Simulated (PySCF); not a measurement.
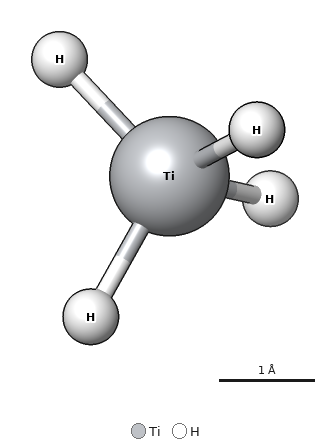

*The structure as given in the input (ball-and-stick view, seen at a tilt). Sticks mark near contacts.*

**Single-point calculation, with input and output: TiH4**

The run: single-point calculation of TiH4, SMILES [H][Ti]([H])([H])[H]. Method and program: MP2/def2-SVPD, RHF (PySCF 2.14.0).

The geometry comes from this level: GFN2-xTB.

### Output
```
PySCF version 2.14.0

[INPUT] num. atoms = 5
[INPUT] num. electrons = 26
[INPUT] charge = 0
[INPUT] spin (= nelec alpha-beta = 2S) = 0
[INPUT] symmetry False subgroup None
[INPUT] Mole.unit = angstrom
[INPUT] Symbol           X                Y                Z      unit          X                Y                Z       unit  Magmom
[INPUT]  1 Ti    -0.000010000000  -0.000210000000  -0.000150000000 AA   -0.000018897261  -0.000396842486  -0.000283458919 Bohr   0.0
[INPUT]  2 H      0.010960000000  -0.016820000000   1.730970000000 AA    0.020711398325  -0.031785193415   3.271059229838 Bohr   0.0
[INPUT]  3 H      1.628940000000   0.010440000000  -0.586290000000 AA    3.078250473349   0.019728740740  -1.107927529571 Bohr   0.0
[INPUT]  4 H     -0.824250000000   1.416520000000  -0.557510000000 AA   -1.557606758173   2.676834849969  -1.053541211706 Bohr   0.0
[INPUT]  5 H     -0.815640000000  -1.409940000000  -0.587010000000 AA   -1.541336216240  -2.664400452069  -1.109288132381 Bohr   0.0

nuclear repulsion = 28.0218382949212
number of shells = 28
number of NR pGTOs = 116
number of NR cGTOs = 66
basis = def2-svpd
ecp = {}
ETB for Ti: l = 0, exps = 0.0504206845 * 2^n , n = 0..20
ETB for Ti: l = 1, exps = 0.06007442423200268 * 2^n , n = 0..17
ETB for Ti: l = 2, exps = 0.0715765064 * 2^n , n = 0..14
ETB for Ti: l = 3, exps = 0.17375029381720813 * 2^n , n = 0..10
ETB for Ti: l = 4, exps = 0.28364060568543426 * 2^n , n = 0..7
ETB for Ti: l = 5, exps = 0.6885309308185944 * 2^n , n = 0..3
ETB for Ti: l = 6, exps = 1.124 * 2^n , n = 0..0
ETB for H: l = 0, exps = 0.24389924 * 2^n , n = 0..6
ETB for H: l = 1, exps = 0.2389401959980665 * 2^n , n = 0..4
ETB for H: l = 2, exps = 0.234081981 * 2^n , n = 0..2

******** <class 'pyscf.soscf.newton_ah.SecondOrderDFRHF'> ********
method = SecondOrderDFRHF
initial guess = minao
damping factor = 0
level_shift factor = 0
DIIS = <class 'pyscf.scf.diis.CDIIS'>
diis_start_cycle = 1
diis_space = 8
diis_damp = 0
SCF conv_tol = 1e-09
SCF conv_tol_grad = None
SCF max_cycles = 100
direct_scf = False
******** <class 'pyscf.df.df_jk.DFRHF'> Newton solver flags ********
SCF tol = 1e-09
conv_tol_grad = None
max. SCF cycles = 100
direct_scf = False
max_cycle_inner = 12
max_stepsize = 0.05
ah_start_tol = 1e+09
ah_level_shift = 0
ah_conv_tol = 1e-12
ah_lindep = 1e-14
ah_start_cycle = 1
ah_max_cycle = 40
ah_grad_trust_region = 2.5
kf_interval = 4
kf_trust_region = 5
canonicalization = True
Set conv_tol_grad to 3.16228e-05
Initial guess from minao.
******** <class 'pyscf.df.df.DF'> ********
auxbasis = {'Ti': [[0, [np.float64(52869.919670272), 1]], [0, [np.float64(26434.959835136), 1]], [0, [np.float64(13217.479917568), 1]], [0, [np.float64(6608.739958784), 1]], [0, [np.float64(3304.369979392), 1]], [0, [np.float64(1652.184989696), 1]], [0, [np.float64(826.092494848), 1]], [0, [np.float64(413.046247424), 1]], [0, [np.float64(206.523123712), 1]], [0, [np.float64(103.261561856), 1]], [0, [np.float64(51.630780928), 1]], [0, [np.float64(25.815390464), 1]], [0, [np.float64(12.907695232), 1]], [0, [np.float64(6.453847616), 1]], [0, [np.float64(3.226923808), 1]], [0, [np.float64(1.613461904), 1]], [0, [np.float64(0.806730952), 1]], [0, [np.float64(0.403365476), 1]], [0, [np.float64(0.201682738), 1]], [0, [np.float64(0.100841369), 1]], [0, [np.float64(0.0504206845), 1]], [1, [np.float64(7874.074932937056), 1]], [1, [np.float64(3937.037466468528), 1]], [1, [np.float64(1968.518733234264), 1]], [1, [np.float64(984.259366617132), 1]], [1, [np.float64(492.129683308566), 1]], [1, [np.float64(246.064841654283), 1]], [1, [np.float64(123.0324208271415), 1]], [1, [np.float64(61.51621041357075), 1]], [1, [np.float64(30.758105206785373), 1]], [1, [np.float64(15.379052603392687), 1]], [1, [np.float64(7.689526301696343), 1]], [1, [np.float64(3.8447631508481717), 1]], [1, [np.float64(1.9223815754240858), 1]], [1, [np.float64(0.9611907877120429), 1]], [1, [np.float64(0.48059539385602146), 1]], [1, [np.float64(0.24029769692801073), 1]], [1, [np.float64(0.12014884846400536), 1]], [1, [np.float64(0.06007442423200268), 1]], [2, [np.float64(1172.7094808576), 1]], [2, [np.float64(586.3547404288), 1]], [2, [np.float64(293.1773702144), 1]], [2, [np.float64(146.5886851072), 1]], [2, [np.float64(73.2943425536), 1]], [2, [np.float64(36.6471712768), 1]], [2, [np.float64(18.3235856384), 1]], [2, [np.float64(9.1617928192), 1]], [2, [np.float64(4.5808964096), 1]], [2, [np.float64(2.2904482048), 1]], [2, [np.float64(1.1452241024), 1]], [2, [np.float64(0.5726120512), 1]], [2, [np.float64(0.2863060256), 1]], [2, [np.float64(0.1431530128), 1]], [2, [np.float64(0.0715765064), 1]], [3, [np.float64(177.92030086882113), 1]], [3, [np.float64(88.96015043441056), 1]], [3, [np.float64(44.48007521720528), 1]], [3, [np.float64(22.24003760860264), 1]], [3, [np.float64(11.12001880430132), 1]], [3, [np.float64(5.56000940215066), 1]], [3, [np.float64(2.78000470107533), 1]], [3, [np.float64(1.390002350537665), 1]], [3, [np.float64(0.6950011752688325), 1]], [3, [np.float64(0.34750058763441627), 1]], [3, [np.float64(0.17375029381720813), 1]], [4, [np.float64(36.305997527735585), 1]], [4, [np.float64(18.152998763867792), 1]], [4, [np.float64(9.076499381933896), 1]], [4, [np.float64(4.538249690966948), 1]], [4, [np.float64(2.269124845483474), 1]], [4, [np.float64(1.134562422741737), 1]], [4, [np.float64(0.5672812113708685), 1]], [4, [np.float64(0.28364060568543426), 1]], [5, [np.float64(5.508247446548755), 1]], [5, [np.float64(2.7541237232743776), 1]], [5, [np.float64(1.3770618616371888), 1]], [5, [np.float64(0.6885309308185944), 1]], [6, [np.float64(1.124), 1]]], 'H': [[0, [np.float64(15.60955136), 1]], [0, [np.float64(7.80477568), 1]], [0, [np.float64(3.90238784), 1]], [0, [np.float64(1.95119392), 1]], [0, [np.float64(0.97559696), 1]], [0, [np.float64(0.48779848), 1]], [0, [np.float64(0.24389924), 1]], [1, [np.float64(3.823043135969064), 1]], [1, [np.float64(1.911521567984532), 1]], [1, [np.float64(0.955760783992266), 1]], [1, [np.float64(0.477880391996133), 1]], [1, [np.float64(0.2389401959980665), 1]], [2, [np.float64(0.936327924), 1]], [2, [np.float64(0.468163962), 1]], [2, [np.float64(0.234081981), 1]]]}
  HOMO = -0.298018897100495  LUMO = 0.0175263996659618  gap/eV = 8.58642
Initial guess E= -850.271033528399  |g|= 0.621988
macro= 0  E= -850.437217621593  delta_E= -0.166184  |g|= 0.621988  2 KF 7 JK
macro= 1  E= -850.478970150027  delta_E= -0.0417525  |g|= 0.366864  2 KF 5 JK
macro= 2  E= -850.479521036493  delta_E= -0.000550886  |g|= 0.00124689  2 KF 8 JK
macro= 3  E= -850.479521036595  delta_E= -1.02091e-10  |g|= 1.63342e-05  1 KF 3 JK
Canonicalize SCF orbitals
macro X = 4  E=-850.479521036595  |g|= 1.63342e-05  total 8 KF 28 JK
converged SCF energy = -850.479521036595

******** <class 'pyscf.mp.dfmp2.DFRMP2'> ********
nocc = 8, nmo = 61
frozen orbitals 5
E(DFRMP2) = -850.797547380639  E_corr = -0.318026344044116
E(SCS-DFRMP2) = -850.798093490177  E_corr = -0.318572453582026
E_corr(same-spin) = -0.0727605683895151
E_corr(oppo-spin) = -0.245265775654601
Final energy -850.7975473806393
```

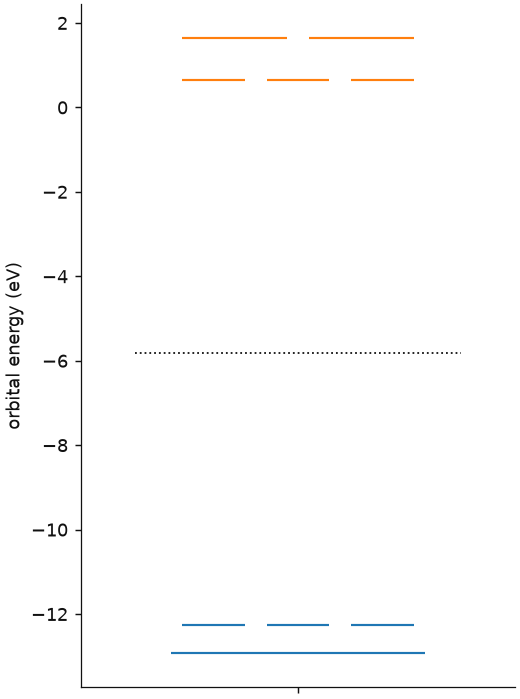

*Orbital energies near the frontier (SCF reference); the dotted line parts filled from empty levels, and levels within 0.02 eV of each other stand side by side.*

Highest filled −12.27 eV, lowest empty 0.64 eV, 12.91 eV apart.

The run was set up as follows.

### Input file (input.py)
```python
from pyscf import gto, scf, mp
from pyscf import df

mol = gto.M(
    atom='''
Ti    -0.000010    -0.000210    -0.000150
H      0.010960    -0.016820     1.730970
H      1.628940     0.010440    -0.586290
H     -0.824250     1.416520    -0.557510
H     -0.815640    -1.409940    -0.587010
''',
    charge=0,
    spin=0,
    basis='def2-svpd',
    verbose=4,
    max_memory=1860,
)

hf = scf.RHF(mol)
hf = hf.density_fit(auxbasis=df.aug_etb(mol, beta=2.0))
hf.max_cycle = 100
hf = hf.newton()
hf.kernel()

pt = mp.MP2(hf, frozen=5).run()
e_tot = pt.e_tot
print('Final energy', e_tot)
```

Launched with:
```bash
OMP_NUM_THREADS=1 python input.py
```

### Key numbers

```tsv
quantity	value
outcome	converged
total energy	−850.797547 hartree
SCF energy	−850.479521 hartree
correlation energy	−0.318026 hartree
basis functions	66
HOMO of the SCF reference	−12.27 eV
LUMO of the SCF reference	0.64 eV
hardware	1 thread of Arm Neoverse V2, 24 GiB of memory available, shared host
wall time	1.8 s
peak memory	0.13 GiB
```
